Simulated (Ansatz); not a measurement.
# FH$_{3}$Si···H$_{4}$OSi: what the fields show

Input file:

```
crystal:
  periodic: [false, false, false]
  atoms:
    - { symbol: Si, position_ang: [0.485611, 0.092024, -0.077804] }
    - { symbol: H, position_ang: [0.072109, -0.230597, 1.299153] }
    - { symbol: H, position_ang: [1.972758, 0.011911, -0.150784] }
    - { symbol: F, position_ang: [0.079098, 1.619649, -0.433553] }
    - { symbol: H, position_ang: [-0.117086, -0.857706, -1.047342] }
    - { symbol: O, position_ang: [-2.313962, 0.13656, 0.604093] }
    - { symbol: Si, position_ang: [-3.457317, -1.007491, 0.176276] }
    - { symbol: H, position_ang: [-2.83743, -2.357441, -0.009959] }
    - { symbol: H, position_ang: [-4.527601, -1.126657, 1.213682] }
    - { symbol: H, position_ang: [-4.044349, -0.539389, -1.106544] }
    - { symbol: H, position_ang: [-1.778631, -0.019963, 1.410581] }
basis:
  gaussian: { orbitals: def2-SVP }
hamiltonian:
  xc: pbe0
  dispersion: d4
relax:
  f_tol: 0.03
  max_steps: 50
output:
  orbitals: {}
```

Launched as:

```sh
ansatz run input.yaml --threads 2 --pin off --max-ram 3072MiB --backend cpu --events-out ev --progress --plain --runs-dir out
```

The fields are those of the run's last geometry, not of the input's.

Theory: RKS PBE0-D4/def2-SVP in Ansatz 0.2.0.

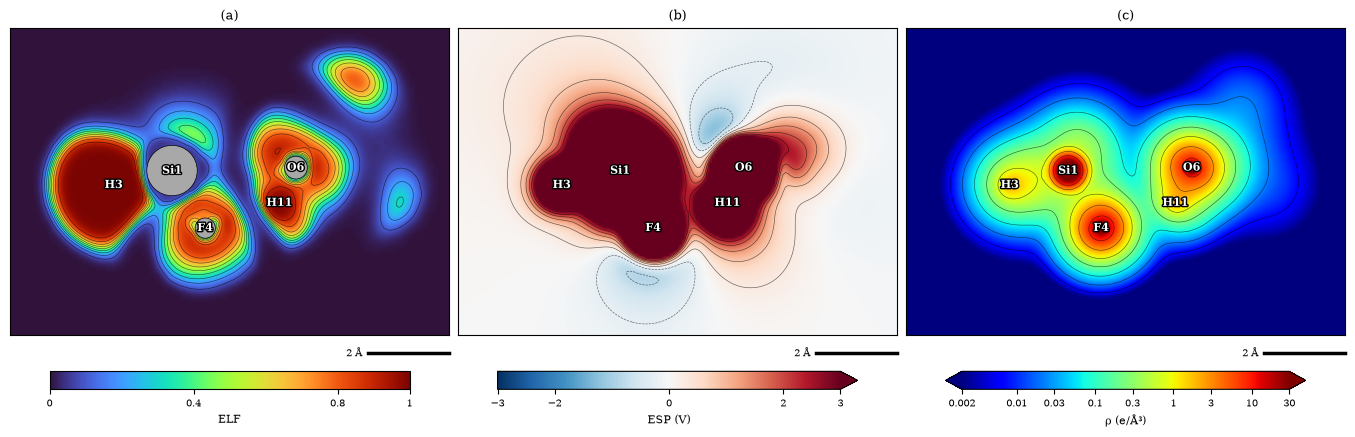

Figure 1. (a) electron localisation function; (b) electrostatic potential; (c) total electron density on the plane of atoms H3, Si1 and F4. Grey discs cover the atomic cores in the ELF map.

### What does the map show?

The plane passes through Si, H, F and O nuclei.
F4···H11 (1.94 Å): the density falls to about 0.16 e/Å³ on the way; the ELF dips to about 0.05 between them: a closed-shell contact with the geometry of a hydrogen bond.
Si–F (1.64 Å): the density is about 0.96 e/Å³ at the midpoint; the ELF peaks at about 0.85 in the valence shell of F, 0.6 Å from its nucleus, and is about 0.50 at the midpoint.
O–H (0.97 Å): the density is about 3.7 e/Å³ at the midpoint; the ELF climbs to about 1 towards the hydrogen, as it does in any bond to H (an ordinary covalent bond to hydrogen).
Si–H (1.49 Å): ρ is about 0.79 e/Å³ halfway; the ELF climbs to about 1 towards the hydrogen.
The ELF also peaks beside F4 and O6, away from the bonds: lone-pair regions.
Outside the dense part of the complex the potential is most negative (−1.2 V) near O6.

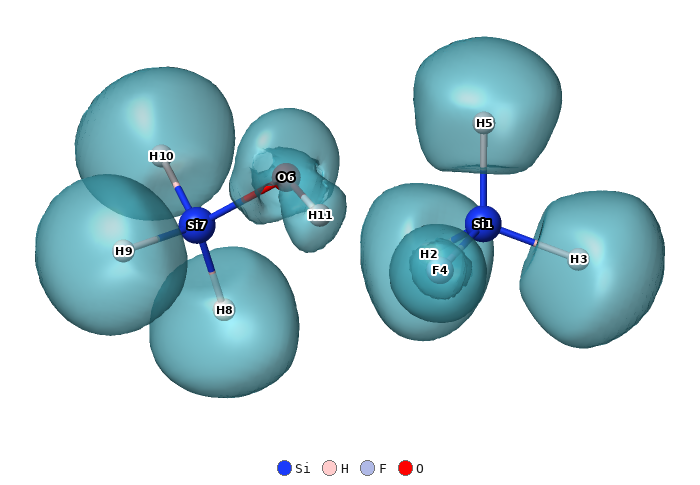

Figure 2. Isosurface of the ELF at 0.8 (cyan), seen from one side. Only the valence region is drawn (cores and ρ < 0.01 e/Å³ removed).

### Where are the electrons localised?

At this value the surface marks out six regions around hydrogen nuclei, one region wrapped around F (its lone pairs, merged into a ring or cap) and one joined region spread over several atoms (H, O), in which their bonds and any lone pairs are merged.

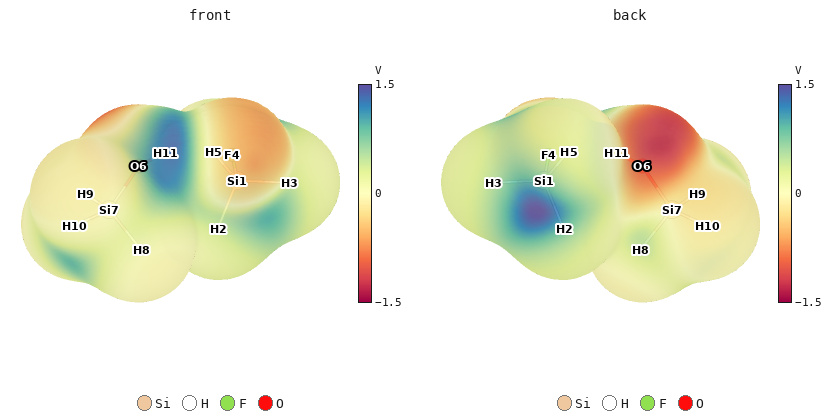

Figure 3. The molecular electrostatic potential painted on the density surface at 0.001 e/bohr³, seen from the front and from behind; the colour scale runs from red (negative) to blue (positive).

### Which sites attract a positive test charge, and which a negative one?

A positive charge is drawn to the negative regions and a negative charge to the positive ones. The most negative region (about −1.2 V) lies over O6, the most positive (about +1.4 V) over Si1 and H11. O6 is the likeliest acceptor of a hydrogen bond.
